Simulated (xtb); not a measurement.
CoN$_{4}$H$_{12}$F$_{2}$: geometry relaxation (part 4 of 4)

Continued. System: CoN$_{4}$H$_{12}$F$_{2}$ (cis-CoF2(NH3)4), multiplicity 2. Method: GFN2-xTB (xtb 6.7.1). 

Geometry of the input (Å):
```
Co 0.2260  -0.0534  0.2326
F  0.1118  0.0610  2.0596
N  0.2635  -0.0566  -1.7684
H  1.3588  -0.0537  -1.8657
H  -0.0736  0.7999  -2.2357
H  -0.0938  -0.6742  -2.2470
F  2.0242  -0.0102  0.1221
N  -1.8229  -0.1097  0.2671
H  -1.9070  -0.0669  1.2753
H  -2.2259  -0.8598  -0.1765
H  -2.3019  0.8753  0.0300
N  0.4126  2.3538  0.4683
H  1.3314  2.3813  0.3109
H  0.1901  2.3044  1.4701
H  0.0422  3.1339  0.0666
N  0.3195  -2.3298  0.4151
H  0.0182  -3.2442  0.1446
H  0.3780  -2.3584  1.4200
H  1.4090  -2.4575  0.2444
```

### File xtbopt.xyz
```
19
 energy: -30.985796103638 gnorm: 0.000430560709 xtb: 6.7.1
Co           0.20615956746108       -0.01914622870535        0.23964687360594
F            0.07264997849978       -0.03078300308660        2.05372990527153
N            0.29830885634306       -0.00953053009192       -1.80932602989492
H            1.30975765298781       -0.01149376790653       -1.90507718439782
H           -0.06199194406442        0.81855730170775       -2.26762463555399
H           -0.06635168688012       -0.83181502614157       -2.27434211753746
F            2.02134281537730       -0.00790290722947        0.13078108579346
N           -1.84353236356518       -0.02893246120754        0.30187754136889
H           -1.95336958761259       -0.03565126030770        1.31184654973304
H           -2.29873825609951       -0.85241743465563       -0.07244592663188
H           -2.30181228611958        0.79786514357528       -0.06141465135344
N            0.39615331201374        2.31223554462739        0.46524522620384
H            1.40154798293721        2.30094586781888        0.33403059200917
H            0.24638391750497        2.28697011309072        1.46781262118502
H            0.02252838021778        3.17830243046233        0.09571997560312
N            0.42887042361619       -2.35055632345588        0.43333449437718
H            0.05430913643492       -3.21752691244341        0.06615060226017
H            0.29577055340076       -2.33094174996923        1.43825729284211
H            1.43190354754666       -2.33295879608168        0.28532778511603
```

### Standard error
```
normal termination of xtb
```

### Trajectory as extended XYZ (Å, eV, eV/Å), 18 frames, from step=0 to step=17
```
19
Properties=species:S:1:pos:R:3 step=0 energy=-841.36868
Co    0.2260   -0.0534    0.2326
F     0.1118    0.0610    2.0596
N     0.2635   -0.0566   -1.7684
H     1.3588   -0.0537   -1.8657
H    -0.0736    0.7999   -2.2357
H    -0.0938   -0.6742   -2.2470
F     2.0242   -0.0102    0.1221
N    -1.8229   -0.1097    0.2671
H    -1.9070   -0.0669    1.2753
H    -2.2259   -0.8598   -0.1765
H    -2.3019    0.8753    0.0300
N     0.4126    2.3538    0.4683
H     1.3314    2.3813    0.3109
H     0.1901    2.3044    1.4701
H     0.0422    3.1339    0.0666
N     0.3195   -2.3298    0.4151
H     0.0182   -3.2442    0.1446
H     0.3780   -2.3584    1.4200
H     1.4090   -2.4575    0.2444
19
Properties=species:S:1:pos:R:3 step=1 energy=-842.93489
Co    0.2263   -0.0348    0.2396
F     0.1075    0.0478    2.0631
N     0.2927   -0.0210   -1.7622
H     1.3343   -0.0418   -1.8632
H    -0.0512    0.8257   -2.2207
H    -0.1193   -0.7565   -2.2889
F     2.0279   -0.0146    0.1223
N    -1.8218   -0.0698    0.2780
H    -1.9073   -0.0807    1.2878
H    -2.2407   -0.8508   -0.1797
H    -2.2900    0.8378    0.0201
N     0.3961    2.3429    0.4719
H     1.3774    2.3644    0.3166
H     0.1942    2.3045    1.4658
H     0.0081    3.1618    0.0573
N     0.3644   -2.3464    0.4187
H     0.0003   -3.2506    0.1367
H     0.3621   -2.3452    1.4361
H     1.3989   -2.4374    0.2345
19
Properties=species:S:1:pos:R:3 step=2 energy=-843.12824
Co    0.2269   -0.0177    0.2374
F     0.0891    0.0047    2.0591
N     0.3030   -0.0122   -1.7728
H     1.3103   -0.0449   -1.8775
H    -0.0330    0.8351   -2.2205
H    -0.1124   -0.7761   -2.2926
F     2.0339   -0.0207    0.1302
N    -1.8222   -0.0448    0.2916
H    -1.9133   -0.1077    1.3032
H    -2.2553   -0.8304   -0.1704
H    -2.2745    0.8126    0.0153
N     0.3868    2.3355    0.4619
H     1.3879    2.3541    0.3224
H     0.2041    2.3073    1.4556
H    -0.0029    3.1762    0.0566
N     0.4013   -2.3544    0.4235
H    -0.0131   -3.2426    0.1342
H     0.3465   -2.3231    1.4452
H     1.3970   -2.4159    0.2311
19
Properties=species:S:1:pos:R:3 step=3 energy=-843.15462
Co    0.2193   -0.0203    0.2402
F     0.0872   -0.0162    2.0600
N     0.3076   -0.0077   -1.7807
H     1.3141   -0.0577   -1.8869
H    -0.0148    0.8496   -2.2173
H    -0.1112   -0.7784   -2.2952
F     2.0288   -0.0144    0.1305
N    -1.8292   -0.0377    0.3010
H    -1.9299   -0.1110    1.3093
H    -2.2697   -0.8301   -0.1487
H    -2.2800    0.8135   -0.0042
N     0.3856    2.3251    0.4537
H     1.3917    2.3407    0.3218
H     0.2182    2.3068    1.4518
H    -0.0031    3.1749    0.0582
N     0.4035   -2.3616    0.4360
H    -0.0083   -3.2433    0.1406
H     0.3556   -2.3182    1.4514
H     1.3943   -2.3786    0.2120
19
Properties=species:S:1:pos:R:3 step=4 energy=-843.16236
Co    0.2136   -0.0185    0.2420
F     0.0801   -0.0269    2.0584
N     0.3071   -0.0036   -1.7905
H     1.3164   -0.0676   -1.8959
H     0.0005    0.8630   -2.2186
H    -0.1141   -0.7773   -2.2989
F     2.0263   -0.0193    0.1360
N    -1.8340   -0.0360    0.3057
H    -1.9450   -0.1106    1.3112
H    -2.2821   -0.8340   -0.1293
H    -2.2906    0.8111   -0.0103
N     0.3851    2.3177    0.4479
H     1.3924    2.3257    0.3187
H     0.2318    2.3049    1.4503
H    -0.0004    3.1746    0.0635
N     0.4160   -2.3602    0.4376
H    -0.0019   -3.2338    0.1369
H     0.3554   -2.3040    1.4502
H     1.4032   -2.3699    0.2184
19
Properties=species:S:1:pos:R:3 step=5 energy=-843.16429
Co    0.2085   -0.0216    0.2431
F     0.0760   -0.0267    2.0574
N     0.3060   -0.0032   -1.7961
H     1.3157   -0.0679   -1.8962
H     0.0059    0.8663   -2.2214
H    -0.1124   -0.7775   -2.3018
F     2.0224   -0.0136    0.1373
N    -1.8387   -0.0356    0.3050
H    -1.9528   -0.1089    1.3108
H    -2.2920   -0.8339   -0.1236
H    -2.2965    0.8117   -0.0075
N     0.3879    2.3136    0.4458
H     1.3946    2.3164    0.3176
H     0.2378    2.2993    1.4488
H     0.0049    3.1729    0.0669
N     0.4205   -2.3594    0.4409
H     0.0030   -3.2295    0.1344
H     0.3591   -2.3013    1.4513
H     1.4099   -2.3658    0.2207
19
Properties=species:S:1:pos:R:3 step=6 energy=-843.16526
Co    0.2053   -0.0211    0.2431
F     0.0695   -0.0269    2.0559
N     0.3037   -0.0032   -1.8017
H     1.3137   -0.0661   -1.8963
H     0.0055    0.8663   -2.2267
H    -0.1115   -0.7788   -2.3037
F     2.0202   -0.0117    0.1395
N    -1.8421   -0.0377    0.3045
H    -1.9565   -0.1062    1.3113
H    -2.2993   -0.8363   -0.1188
H    -2.2991    0.8111   -0.0072
N     0.3906    2.3129    0.4458
H     1.3963    2.3087    0.3169
H     0.2411    2.2935    1.4486
H     0.0112    3.1747    0.0719
N     0.4283   -2.3547    0.4407
H     0.0059   -3.2208    0.1281
H     0.3579   -2.2970    1.4508
H     1.4193   -2.3717    0.2308
19
Properties=species:S:1:pos:R:3 step=7 energy=-843.16560
Co    0.2036   -0.0219    0.2428
F     0.0667   -0.0252    2.0556
N     0.3019   -0.0040   -1.8056
H     1.3120   -0.0637   -1.8959
H    -0.0001    0.8627   -2.2330
H    -0.1107   -0.7823   -2.3035
F     2.0187   -0.0069    0.1389
N    -1.8450   -0.0397    0.3029
H    -1.9565   -0.1015    1.3110
H    -2.3055   -0.8377   -0.1172
H    -2.2975    0.8102   -0.0110
N     0.3923    2.3134    0.4487
H     1.3974    2.3027    0.3173
H     0.2426    2.2893    1.4513
H     0.0166    3.1777    0.0779
N     0.4325   -2.3514    0.4409
H     0.0092   -3.2150    0.1225
H     0.3557   -2.2971    1.4510
H     1.4260   -2.3745    0.2390
19
Properties=species:S:1:pos:R:3 step=8 energy=-843.16577
Co    0.2045   -0.0212    0.2424
F     0.0665   -0.0259    2.0560
N     0.3013   -0.0049   -1.8069
H     1.3112   -0.0623   -1.8980
H    -0.0047    0.8589   -2.2375
H    -0.1104   -0.7866   -2.3015
F     2.0196   -0.0061    0.1382
N    -1.8451   -0.0401    0.3023
H    -1.9561   -0.0972    1.3105
H    -2.3069   -0.8385   -0.1157
H    -2.2955    0.8090   -0.0168
N     0.3919    2.3139    0.4516
H     1.3970    2.3010    0.3189
H     0.2432    2.2894    1.4544
H     0.0181    3.1798    0.0817
N     0.4334   -2.3501    0.4415
H     0.0107   -3.2126    0.1194
H     0.3539   -2.2991    1.4514
H     1.4270   -2.3722    0.2416
19
Properties=species:S:1:pos:R:3 step=9 energy=-843.16589
Co    0.2050   -0.0219    0.2422
F     0.0686   -0.0251    2.0566
N     0.3007   -0.0066   -1.8086
H     1.3108   -0.0595   -1.9020
H    -0.0114    0.8527   -2.2443
H    -0.1087   -0.7936   -2.2979
F     2.0198   -0.0041    0.1353
N    -1.8457   -0.0394    0.3010
H    -1.9569   -0.0893    1.3094
H    -2.3094   -0.8392   -0.1124
H    -2.2941    0.8081   -0.0251
N     0.3918    2.3132    0.4562
H     1.3971    2.2996    0.3230
H     0.2442    2.2891    1.4591
H     0.0198    3.1803    0.0872
N     0.4351   -2.3495    0.4415
H     0.0151   -3.2107    0.1137
H     0.3487   -2.3015    1.4514
H     1.4297   -2.3675    0.2472
19
Properties=species:S:1:pos:R:3 step=10 energy=-843.16596
Co    0.2059   -0.0209    0.2411
F     0.0670   -0.0266    2.0560
N     0.2998   -0.0082   -1.8103
H     1.3101   -0.0570   -1.9052
H    -0.0168    0.8473   -2.2503
H    -0.1067   -0.7996   -2.2950
F     2.0206   -0.0051    0.1350
N    -1.8454   -0.0381    0.3003
H    -1.9568   -0.0822    1.3089
H    -2.3096   -0.8399   -0.1085
H    -2.2937    0.8078   -0.0302
N     0.3919    2.3130    0.4594
H     1.3972    2.2996    0.3263
H     0.2445    2.2885    1.4622
H     0.0207    3.1806    0.0909
N     0.4354   -2.3482    0.4423
H     0.0190   -3.2088    0.1086
H     0.3460   -2.3048    1.4515
H     1.4308   -2.3619    0.2505
19
Properties=species:S:1:pos:R:3 step=11 energy=-843.16606
Co    0.2058   -0.0205    0.2404
F     0.0676   -0.0267    2.0554
N     0.2995   -0.0094   -1.8106
H     1.3098   -0.0538   -1.9061
H    -0.0213    0.8430   -2.2537
H    -0.1032   -0.8044   -2.2924
F     2.0204   -0.0060    0.1337
N    -1.8452   -0.0360    0.2998
H    -1.9563   -0.0759    1.3088
H    -2.3089   -0.8404   -0.1044
H    -2.2945    0.8081   -0.0340
N     0.3921    2.3126    0.4611
H     1.3976    2.3005    0.3291
H     0.2438    2.2871    1.4639
H     0.0205    3.1801    0.0927
N     0.4356   -2.3481    0.4415
H     0.0235   -3.2092    0.1035
H     0.3413   -2.3074    1.4503
H     1.4318   -2.3586    0.2546
19
Properties=species:S:1:pos:R:3 step=12 energy=-843.16625
Co    0.2061   -0.0200    0.2381
F     0.0693   -0.0276    2.0532
N     0.2983   -0.0127   -1.8111
H     1.3094   -0.0415   -1.9070
H    -0.0378    0.8293   -2.2631
H    -0.0900   -0.8196   -2.2838
F     2.0204   -0.0071    0.1308
N    -1.8438   -0.0289    0.2992
H    -1.9532   -0.0550    1.3091
H    -2.3049   -0.8420   -0.0906
H    -2.2975    0.8084   -0.0459
N     0.3929    2.3117    0.4657
H     1.3986    2.3033    0.3363
H     0.2416    2.2836    1.4681
H     0.0196    3.1785    0.0972
N     0.4346   -2.3492    0.4374
H     0.0393   -3.2133    0.0865
H     0.3226   -2.3165    1.4453
H     1.4344   -2.3461    0.2681
19
Properties=species:S:1:pos:R:3 step=13 energy=-843.16633
Co    0.2056   -0.0194    0.2382
F     0.0715   -0.0284    2.0531
N     0.2984   -0.0129   -1.8104
H     1.3097   -0.0334   -1.9057
H    -0.0447    0.8246   -2.2649
H    -0.0823   -0.8251   -2.2801
F     2.0200   -0.0077    0.1299
N    -1.8437   -0.0271    0.2997
H    -1.9529   -0.0473    1.3097
H    -2.3030   -0.8438   -0.0844
H    -2.2995    0.8067   -0.0507
N     0.3934    2.3118    0.4659
H     1.3992    2.3034    0.3369
H     0.2416    2.2835    1.4682
H     0.0196    3.1783    0.0975
N     0.4330   -2.3497    0.4356
H     0.0449   -3.2152    0.0800
H     0.3153   -2.3209    1.4423
H     1.4336   -2.3423    0.2727
19
Properties=species:S:1:pos:R:3 step=14 energy=-843.16641
Co    0.2059   -0.0189    0.2383
F     0.0716   -0.0297    2.0527
N     0.2982   -0.0123   -1.8101
H     1.3096   -0.0216   -1.9051
H    -0.0549    0.8191   -2.2677
H    -0.0727   -0.8315   -2.2759
F     2.0207   -0.0079    0.1304
N    -1.8432   -0.0265    0.3012
H    -1.9524   -0.0379    1.3113
H    -2.3004   -0.8476   -0.0759
H    -2.3009    0.8028   -0.0575
N     0.3945    2.3122    0.4663
H     1.4001    2.3021    0.3365
H     0.2433    2.2847    1.4687
H     0.0206    3.1785    0.0979
N     0.4313   -2.3502    0.4326
H     0.0524   -3.2174    0.0708
H     0.3026   -2.3258    1.4385
H     1.4337   -2.3369    0.2807
19
Properties=species:S:1:pos:R:3 step=15 energy=-843.16639
Co    0.2062   -0.0184    0.2384
F     0.0717   -0.0312    2.0523
N     0.2980   -0.0117   -1.8099
H     1.3095   -0.0088   -1.9045
H    -0.0658    0.8133   -2.2707
H    -0.0624   -0.8383   -2.2714
F     2.0215   -0.0081    0.1309
N    -1.8426   -0.0259    0.3027
H    -1.9519   -0.0280    1.3129
H    -2.2977   -0.8518   -0.0668
H    -2.3024    0.7987   -0.0648
N     0.3957    2.3125    0.4667
H     1.4010    2.3007    0.3361
H     0.2451    2.2860    1.4691
H     0.0217    3.1788    0.0983
N     0.4294   -2.3508    0.4295
H     0.0604   -3.2196    0.0610
H     0.2890   -2.3311    1.4344
H     1.4337   -2.3310    0.2892
19
Properties=species:S:1:pos:R:3 step=16 energy=-843.16645
Co    0.2063   -0.0191    0.2392
F     0.0718   -0.0308    2.0531
N     0.2984   -0.0104   -1.8094
H     1.3097   -0.0128   -1.9046
H    -0.0611    0.8179   -2.2676
H    -0.0666   -0.8327   -2.2742
F     2.0215   -0.0075    0.1313
N    -1.8430   -0.0280    0.3023
H    -1.9526   -0.0351    1.3122
H    -2.2986   -0.8510   -0.0723
H    -2.3014    0.7988   -0.0604
N     0.3956    2.3125    0.4653
H     1.4009    2.3009    0.3343
H     0.2455    2.2869    1.4678
H     0.0217    3.1786    0.0962
N     0.4290   -2.3508    0.4319
H     0.0550   -3.2187    0.0669
H     0.2957   -2.3295    1.4369
H     1.4320   -2.3339    0.2845
19
Properties=species:S:1:pos:R:3 step=17 energy=-843.16647
Co    0.2062   -0.0192    0.2397
F     0.0727   -0.0308    2.0537
N     0.2983   -0.0095   -1.8093
H     1.3098   -0.0115   -1.9051
H    -0.0620    0.8186   -2.2676
H    -0.0664   -0.8318   -2.2743
F     2.0213   -0.0079    0.1308
N    -1.8435   -0.0289    0.3019
H    -1.9534   -0.0357    1.3118
H    -2.2987   -0.8524   -0.0725
H    -2.3018    0.7979   -0.0614
N     0.3962    2.3122    0.4652
H     1.4016    2.3009    0.3340
H     0.2464    2.2870    1.4678
H     0.0225    3.1783    0.0957
N     0.4289   -2.3506    0.4333
H     0.0543   -3.2175    0.0662
H     0.2958   -2.3309    1.4383
H     1.4319   -2.3330    0.2853
```

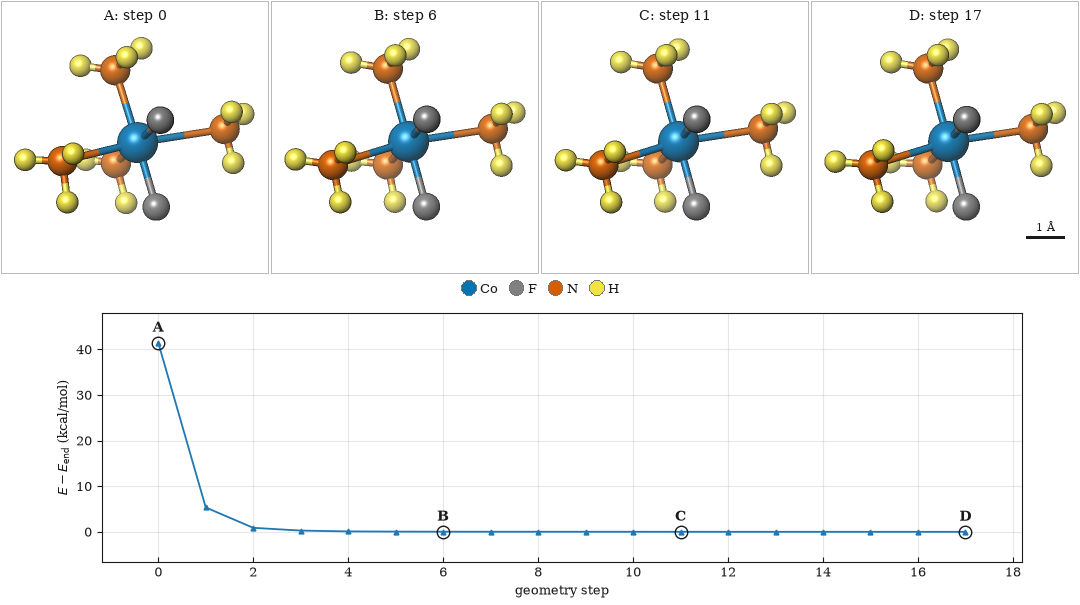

Frames of the relaxation (ball-and-stick view, seen at a tilt) above the curves, on which the letters mark them (steps are counted from 0).

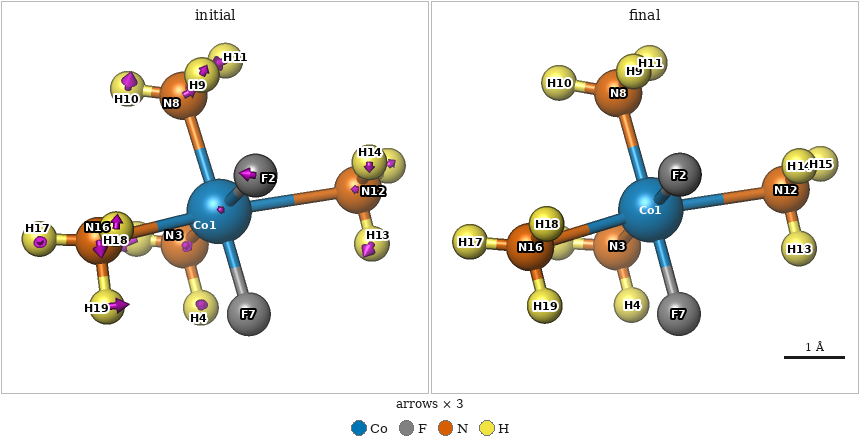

Before (left) and after (right) the relaxation, at one scale (ball-and-stick view, seen at a tilt). The pink arrows give the displacements, magnified 3 times. The atom that moves furthest after the best rigid fit is H6 (0.16 Å). By element the largest moves are H 0.16 Å, N 0.11 Å, F 0.10 Å, Co 0.04 Å. Among the contacts that change: N3–H6 0.859 → 1.013 Å, N8–H11 1.121 → 1.013 Å, N16–H19 1.110 → 1.014 Å, N3–H4 1.100 → 1.016 Å. Among the angles that change: H18–N16–H19 95.3° → 105.9°, H17–N16–H19 98.6° → 109.1°, H9–N8–H11 97.9° → 108.2°. Over 17 geometry steps the energy falls by 41.5 kcal/mol. (Atoms are counted from 1 in the order of the input.)

### Results in brief

| quantity | value |
| --- | --- |
| outcome | converged |
| electrons treated | 55 |
| total energy | −30.985796 hartree |
| dispersion energy | −0.011160 hartree |
| basis functions | 46 |
| dipole moment | 8.61 D |
| hardware | 1 thread of Intel Xeon @ 2.70GHz, 189 GiB of memory available, shared host |
| peak memory | 0.071 GiB |

### Remarks

Settings chosen away from the usual ones: method = gfn2-xtb; task = optimise; opt_level = tight; x = {}; partner = base. The record of the run, not the program, notes: no spin polarisation: high-spin states lie too high.
